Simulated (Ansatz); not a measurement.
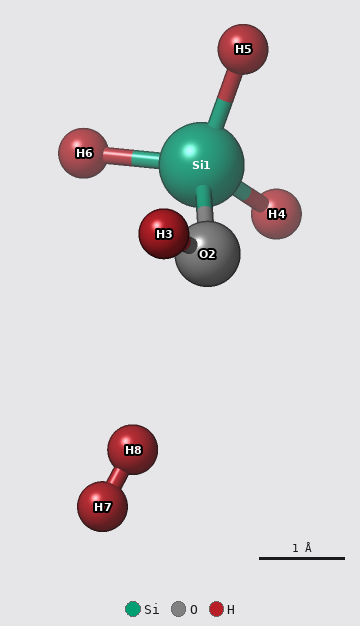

*The input geometry (ball-and-stick view, seen at an oblique angle; atoms are numbered from 1 in the order of the input).*

Run report: SiH6O, nudged elastic band

SiH6O, computed with RKS PBE0/def2-SVP (Ansatz 0.2.0).

It belongs to a series of runs on one base structure; here: band between the two ends. Figures and captions count atoms from 1; the log counts them from 0 in places.

### The input
```yaml
crystal:
  periodic: [false, false, false]
  atoms:
    - { symbol: Si, position_ang: [-0.339049, 0.491604, -0.184282] }
    - { symbol: O, position_ang: [0.078127, -0.037968, 1.343257] }
    - { symbol: H, position_ang: [-0.643412, -0.298822, 1.923435] }
    - { symbol: H, position_ang: [0.936553, 0.84343, -0.862547] }
    - { symbol: H, position_ang: [-1.225215, 1.696064, -0.125079] }
    - { symbol: H, position_ang: [-1.053577, -0.566195, -0.965654] }
    - { symbol: H, position_ang: [1.633693, -2.789162, 2.01171] }
    - { symbol: H, position_ang: [1.343281, -2.10835, 1.82706] }
basis:
  gaussian: { orbitals: def2-SVP }
hamiltonian:
  xc: pbe0
neb:
  order_check: false
  images: 5
  f_tol: 0.05
  max_iterations: 60
  final_atoms:
    - { symbol: Si, position_ang: [0.35645439, 0.10444996, -0.40891999] }
    - { symbol: O, position_ang: [-0.467763, -0.70919491, 2.39205465] }
    - { symbol: H, position_ang: [-1.00657139, -1.46238813, 2.12512348] }
    - { symbol: H, position_ang: [0.77972033, 0.46284373, -1.80018053] }
    - { symbol: H, position_ang: [0.25277147, 1.35409054, 0.39189916] }
    - { symbol: H, position_ang: [-0.95740121, -0.59671408, -0.50287622] }
    - { symbol: H, position_ang: [1.39408906, -0.8132397, 0.149986] }
    - { symbol: H, position_ang: [0.37910136, -1.1092464, 2.62081345] }
  initial_path:
    images:
      - { positions_ang: [[-0.339049, 0.491604, -0.184282], [0.078127, -0.037968, 1.343257], [-0.643412, -0.298822, 1.923435], [0.936553, 0.84343, -0.862547], [-1.225215, 1.696064, -0.125079], [-1.053577, -0.566195, -0.965654], [1.633693, -2.789162, 2.01171], [1.343281, -2.10835, 1.82706]] }
      - { positions_ang: [[-0.23865779, 0.34929964, -0.10685077], [0.07414612, -0.07901969, 1.58308048], [-0.7021657, -0.365728, 2.08569288], [1.06169265, 0.61264795, -0.74233568], [-1.07372526, 1.55948027, -0.17241998], [-0.94512584, -0.73780956, -0.82198147], [1.400033, -2.31322346, 1.47355927], [1.15420382, -1.79504615, 1.66915528]] }
      - { positions_ang: [[-0.13826657, 0.20699528, -0.02941954], [0.07016525, -0.12007138, 1.82290396], [-0.76091939, -0.43263399, 2.24795075], [1.18683229, 0.38186589, -0.62212436], [-0.92223553, 1.42289654, -0.21976096], [-0.83667468, -0.90942411, -0.67830895], [1.166373, -1.83728491, 0.93540853], [0.96512664, -1.48174231, 1.51125057]] }
      - { positions_ang: [[-0.03787536, 0.06469092, 0.04801168], [0.06618437, -0.16112307, 2.06272745], [-0.81967309, -0.49953999, 2.41020863], [1.31197194, 0.15108384, -0.50191305], [-0.77074579, 1.28631281, -0.26710194], [-0.72822353, -1.08103867, -0.53463642], [0.93271299, -1.36134637, 0.3972578], [0.77604946, -1.16843846, 1.35334585]] }
      - { positions_ang: [[0.09356789, 0.07794393, -0.10429887], [-0.11179809, -0.34381369, 2.17250318], [-0.88197252, -0.82048937, 2.31518025], [1.13455473, 0.2550038, -0.93466888], [-0.42957337, 1.30890538, -0.04743491], [-0.80461609, -0.91959714, -0.52404969], [1.08650502, -1.17864415, 0.31483386], [0.64373342, -1.14870778, 1.77583505]] }
      - { positions_ang: [[0.22501114, 0.09119695, -0.25660943], [-0.28978055, -0.5265043, 2.28227891], [-0.94427196, -1.14143875, 2.22015187], [0.95713753, 0.35892376, -1.3674247], [-0.08840095, 1.33149796, 0.17223213], [-0.88100865, -0.75815561, -0.51346296], [1.24029704, -0.99594192, 0.23240993], [0.51141739, -1.12897709, 2.19832425]] }
      - { positions_ang: [[0.35645439, 0.10444996, -0.40891999], [-0.467763, -0.70919491, 2.39205465], [-1.00657139, -1.46238813, 2.12512348], [0.77972033, 0.46284373, -1.80018053], [0.25277147, 1.35409054, 0.39189916], [-0.95740121, -0.59671408, -0.50287622], [1.39408906, -0.8132397, 0.149986], [0.37910136, -1.1092464, 2.62081345]] }
```

Machine: 1 thread of Arm Neoverse V1, 24 GiB of memory available, shared host.

Launched with:
```bash
ansatz run input.yaml --threads 1 --pin off --max-ram 2048MiB --backend cpu --events-out ev --progress --plain --runs-dir out
```

### What the program printed
```
Engine: ansatz 0.2.0, aarch64-unknown-linux-gnu
Functional definition: PBE0
  parameter a = 0.25
  parameter kappa = 0.804
  parameter beta = 0.06672455060314922
  exchange = (1 - a)*pbe_x(kappa = kappa, mu = beta*pi^2/3) + a*exact_x
  correlation = pbe_c(beta = beta)
640 factors; integrals over basis functions are off by at most 3.1e-4 eV
mean field evaluation 1: about -10009.1739 eV, gradient 4.3e1 eV
mean field evaluation 2: about -10003.4536 eV, gradient 7.0e1 eV
mean field evaluation 4: about -10012.4238 eV, gradient 5.6e-1 eV
mean field evaluation 8: about -10012.4222 eV, gradient 2.4e-3 eV
mean field -10012.42224490 eV, -367.9497308364 hartree, gradient 6.9e-5 eV, S^2 0.000000; 0 other end points of the search recorded, 0 dependent functions left out
the calculation of the forces begins
reference -10012.42227028 eV, -367.9497317694 hartree; 14, 14 occupied and 48, 48 virtual orbitals, 640 factors
643 factors; integrals over basis functions are off by at most 1.3e-3 eV
mean field evaluation 16: about -10012.0369 eV, gradient 5.1e-1 eV
mean field -10012.03671498 eV, -367.9355628733 hartree, gradient 4.3e-5 eV, S^2 0.000000; 0 other end points of the search recorded, 0 dependent functions left out
[... from here on the field's lines of each further geometry are left out, up to the last ...]
NEB iter   1: max|band force component| = 8.087e0 eV/Å  barrier→ = 3.2763 eV  barrier← = 2.8908 eV  Δτ_max = 0.2000 Å  (145 SCF iters)
NEB iter   2: max|band force component| = 2.399e0 eV/Å  barrier→ = 1.8887 eV  barrier← = 1.5032 eV  Δτ_max = 0.1976 Å  (122 SCF iters)
NEB iter   3: max|band force component| = 2.175e0 eV/Å  barrier→ = 1.5357 eV  barrier← = 1.1502 eV  Δτ_max = 0.1866 Å  (122 SCF iters)
NEB iter   4: max|band force component| = 5.594e-1 eV/Å  barrier→ = 1.3452 eV  barrier← = 0.9597 eV  Δτ_max = 0.1043 Å  (115 SCF iters)
NEB iter   5: max|band force component| = 6.443e-1 eV/Å  barrier→ = 1.3035 eV  barrier← = 0.9180 eV  CI = image 4  Δτ_max = 0.2000 Å  (110 SCF iters)
NEB iter   6: max|band force component| = 1.409e0 eV/Å  barrier→ = 1.6108 eV  barrier← = 1.2253 eV  CI = image 4  Δτ_max = 0.1002 Å  (115 SCF iters)
NEB iter   7: max|band force component| = 1.339e0 eV/Å  barrier→ = 1.8476 eV  barrier← = 1.4621 eV  CI = image 4  Δτ_max = 0.2000 Å  (111 SCF iters)
NEB iter   8: max|band force component| = 2.577e0 eV/Å  barrier→ = 2.3676 eV  barrier← = 1.9821 eV  CI = image 4  Δτ_max = 0.0994 Å  (124 SCF iters)
NEB iter   9: max|band force component| = 1.945e0 eV/Å  barrier→ = 2.2578 eV  barrier← = 1.8723 eV  CI = image 4  Δτ_max = 0.1018 Å  (111 SCF iters)
NEB iter  10: max|band force component| = 7.696e-1 eV/Å  barrier→ = 2.0926 eV  barrier← = 1.7071 eV  CI = image 4  Δτ_max = 0.1113 Å  (108 SCF iters)
NEB iter  11: max|band force component| = 3.868e-1 eV/Å  barrier→ = 2.0520 eV  barrier← = 1.6665 eV  CI = image 4  Δτ_max = 0.0882 Å  (113 SCF iters)
NEB iter  12: max|band force component| = 3.651e-1 eV/Å  barrier→ = 2.0364 eV  barrier← = 1.6508 eV  CI = image 4  Δτ_max = 0.0896 Å  (105 SCF iters)
NEB iter  13: max|band force component| = 3.592e-1 eV/Å  barrier→ = 2.0288 eV  barrier← = 1.6433 eV  CI = image 4  Δτ_max = 0.0445 Å  (102 SCF iters)
NEB iter  14: max|band force component| = 3.414e-1 eV/Å  barrier→ = 2.0202 eV  barrier← = 1.6347 eV  CI = image 4  Δτ_max = 0.0890 Å  (104 SCF iters)
NEB iter  15: max|band force component| = 2.242e-1 eV/Å  barrier→ = 2.0098 eV  barrier← = 1.6242 eV  CI = image 4  Δτ_max = 0.0899 Å  (103 SCF iters)
NEB iter  16: max|band force component| = 1.540e-1 eV/Å  barrier→ = 1.9995 eV  barrier← = 1.6140 eV  CI = image 4  Δτ_max = 0.0881 Å  (109 SCF iters)
NEB iter  17: max|band force component| = 1.052e-1 eV/Å  barrier→ = 1.9973 eV  barrier← = 1.6118 eV  CI = image 4  Δτ_max = 0.0640 Å  (106 SCF iters)
NEB iter  18: max|band force component| = 7.358e-2 eV/Å  barrier→ = 1.9971 eV  barrier← = 1.6116 eV  CI = image 4  Δτ_max = 0.0845 Å  (106 SCF iters)
NEB iter  19: max|band force component| = 6.690e-2 eV/Å  barrier→ = 1.9968 eV  barrier← = 1.6113 eV  CI = image 4  Δτ_max = 0.0292 Å  (103 SCF iters)
the calculation of the forces begins
reference -10011.88225401 eV, -367.9298865374 hartree; 14, 14 occupied and 48, 48 virtual orbitals, 642 factors
643 factors; integrals over basis functions are off by at most 1.2e-3 eV
mean field -10010.42547802 eV, -367.8763510070 hartree, gradient 1.7e-5 eV, S^2 0.000000; 1 other end points of the search recorded, 0 dependent functions left out
the calculation of the forces begins
reference -10010.42550134 eV, -367.8763518643 hartree; 14, 14 occupied and 48, 48 virtual orbitals, 643 factors
NEB iter  20: max|band force component| = 3.949e-2 eV/Å  barrier→ = 1.9968 eV  barrier← = 1.6112 eV  CI = image 4  Δτ_max = 0.0000 Å  (207 SCF iters)
```

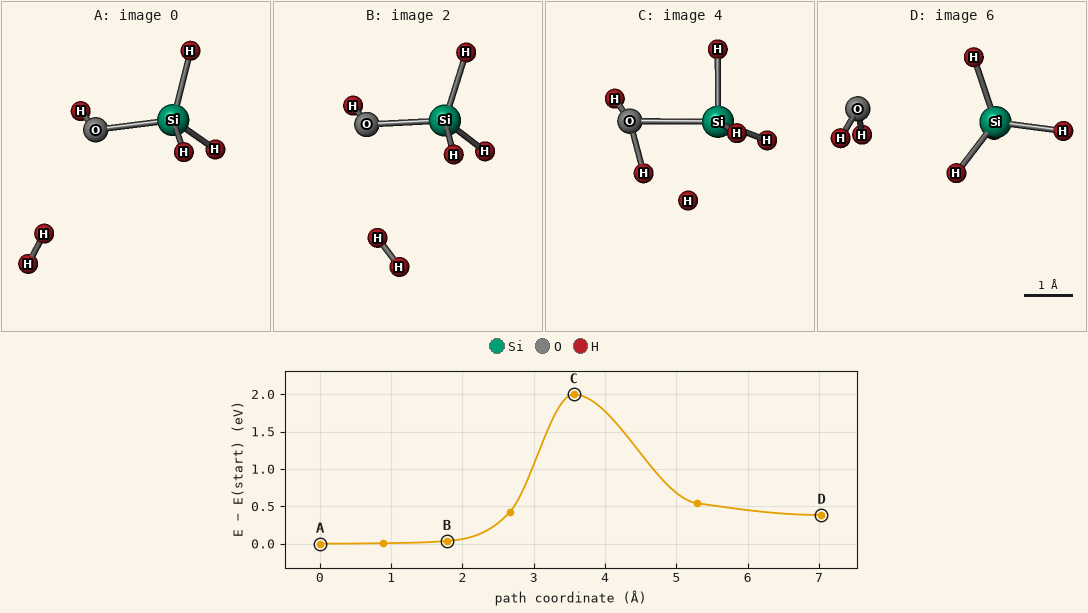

*Images of the last band (counted from 0; ball-and-stick, seen at a tilt) above the energy along the path; the line is a cubic interpolation that uses the forces.*

The highest image is number 4, 1.997 eV above the start and 1.611 eV above the end (the climbing image); the end lies 0.386 eV above the start. The path is 7.03 Å long. The band converged in 20 iterations.

```
Total energy: -10010.42550134 eV, -367.8763518643 hartree
Atom 0 at     0.066973    -0.082160     0.015048 Å, force     0.028832     0.003977    -0.028910 eV/Å
Atom 1 at     0.113288    -0.284286     1.892017 Å, force    -0.029511    -0.022075     0.026849 eV/Å
Atom 2 at    -0.714096    -0.311231     2.398922 Å, force     0.003836     0.010696     0.003597 eV/Å
Atom 3 at     1.271719     0.479450    -0.660813 Å, force    -0.005766     0.011508    -0.007853 eV/Å
Atom 4 at    -0.823885     1.130515     0.206148 Å, force     0.000869    -0.009125    -0.001501 eV/Å
Atom 5 at    -0.782020    -0.966844    -0.841430 Å, force    -0.003220     0.004456     0.004280 eV/Å
Atom 6 at     0.989312    -1.517990     0.461767 Å, force    -0.025598    -0.003437     0.015272 eV/Å
Atom 7 at     0.609109    -1.216852     1.496240 Å, force     0.030558     0.004000    -0.011735 eV/Å
Dipole moment:    -0.271558    -0.104182     0.415987 e Å
this run last wrote the band of iteration 20 to [file]
```

### The last band as extended XYZ (Å, eV, eV/Å)
```
8
Properties=species:S:1:pos:R:3:forces:R:3 image=0 energy=-10012.42224
Si   -0.3390    0.4916   -0.1843    0.0076   0.0003  -0.0056
O     0.0781   -0.0380    1.3433   -0.0190  -0.0045   0.0084
H    -0.6434   -0.2988    1.9234    0.0139   0.0026  -0.0031
H     0.9366    0.8434   -0.8625    0.0015  -0.0001  -0.0008
H    -1.2252    1.6961   -0.1251   -0.0029   0.0007   0.0005
H    -1.0536   -0.5662   -0.9657   -0.0022   0.0014   0.0004
H     1.6337   -2.7892    2.0117   -0.0036   0.0107  -0.0029
H     1.3433   -2.1084    1.8271    0.0046  -0.0110   0.0032
8
Properties=species:S:1:pos:R:3:forces:R:3 image=1 energy=-10012.41589
Si   -0.2872    0.4024   -0.0657   -0.0060   0.0020  -0.0042
O    -0.0466    0.0969    1.5579    0.0033  -0.0011   0.0034
H    -0.8235   -0.1185    2.0819    0.0027  -0.0024  -0.0049
H     1.0599    0.6601   -0.6402   -0.0027   0.0036  -0.0031
H    -1.1612    1.5984   -0.2776   -0.0006   0.0041   0.0015
H    -0.9259   -0.7593   -0.7605   -0.0006   0.0021  -0.0032
H     1.6320   -2.6584    1.4771    0.0021  -0.0053   0.0079
H     1.2829   -1.9910    1.5949    0.0017  -0.0030   0.0027
8
Properties=species:S:1:pos:R:3:forces:R:3 image=2 energy=-10012.38668
Si   -0.2240    0.2926    0.0753   -0.0135   0.0202  -0.0012
O    -0.1035    0.1203    1.7327   -0.0080   0.0157  -0.0094
H    -0.9161   -0.0670    2.2110   -0.0054   0.0029  -0.0056
H     1.1570    0.5285   -0.4232   -0.0097   0.0152   0.0048
H    -1.0943    1.4558   -0.2800   -0.0117   0.0187  -0.0162
H    -0.7966   -0.9257   -0.5795   -0.0119   0.0136   0.0076
H     1.5045   -2.3327    0.8668    0.0323  -0.0535   0.0189
H     1.2034   -1.8412    1.3649    0.0280  -0.0329   0.0012
8
Properties=species:S:1:pos:R:3:forces:R:3 image=3 energy=-10011.99287
Si   -0.1073    0.1075    0.1155   -0.2093   0.2837   0.1474
O    -0.0094   -0.0424    1.7992   -0.1377   0.2246  -0.1321
H    -0.8306   -0.1285    2.2922   -0.0834   0.1411  -0.0947
H     1.2291    0.4137   -0.4786   -0.0808  -0.0291   0.2474
H    -0.9987    1.2743   -0.0763   -0.1897   0.2456  -0.2330
H    -0.7021   -1.0409   -0.6485    0.0213   0.0367   0.2379
H     1.2076   -1.8199    0.6490    0.2469  -0.4125   0.1303
H     0.9416   -1.5333    1.3153    0.4328  -0.4901  -0.3033
8
Properties=species:S:1:pos:R:3:forces:R:3 image=4 energy=-10010.42548
Si    0.0670   -0.0822    0.0150    0.0288   0.0040  -0.0289
O     0.1133   -0.2843    1.8920   -0.0295  -0.0221   0.0268
H    -0.7141   -0.3112    2.3989    0.0038   0.0107   0.0036
H     1.2717    0.4794   -0.6608   -0.0058   0.0115  -0.0079
H    -0.8239    1.1305    0.2061    0.0009  -0.0091  -0.0015
H    -0.7820   -0.9668   -0.8414   -0.0032   0.0045   0.0043
H     0.9893   -1.5180    0.4618   -0.0256  -0.0034   0.0153
H     0.6091   -1.2169    1.4962    0.0306   0.0040  -0.0117
8
Properties=species:S:1:pos:R:3:forces:R:3 image=5 energy=-10011.88223
Si    0.2366   -0.0453   -0.4877    0.0443  -0.0185  -0.0580
O     0.0174   -0.5586    2.7303   -0.0259  -0.0513   0.0614
H    -0.9230   -0.7110    2.5909   -0.0212  -0.0218   0.0396
H     1.1601    0.6305   -1.4414   -0.0273   0.0161  -0.1094
H    -0.3965    0.9652    0.4014    0.0542  -0.0220   0.0184
H    -0.8326   -0.7859   -1.2218   -0.0128   0.0241  -0.0564
H     1.0359   -1.0665    0.2565   -0.0017   0.0530  -0.0001
H     0.4326   -1.1977    2.1398   -0.0096   0.0204   0.1045
8
Properties=species:S:1:pos:R:3:forces:R:3 image=6 energy=-10012.03672
Si    0.3565    0.1045   -0.4089   -0.0108  -0.0011  -0.0024
O    -0.4678   -0.7092    2.3921    0.0230  -0.0221   0.0057
H    -1.0066   -1.4624    2.1251    0.0042   0.0074   0.0011
H     0.7797    0.4628   -1.8002    0.0026   0.0000   0.0013
H     0.2528    1.3541    0.3919    0.0030   0.0003   0.0008
H    -0.9574   -0.5967   -0.5029    0.0015   0.0008  -0.0029
H     1.3941   -0.8132    0.1500    0.0015  -0.0001   0.0009
H     0.3791   -1.1092    2.6208   -0.0250   0.0148  -0.0045
```

### Key numbers

- outcome: converged
- barrier, forward: 1.997 eV
- barrier, backward: 1.611 eV
- wall time: 2.3 min
- peak memory: 0.11 GiB

The order of the saddle point was not checked.
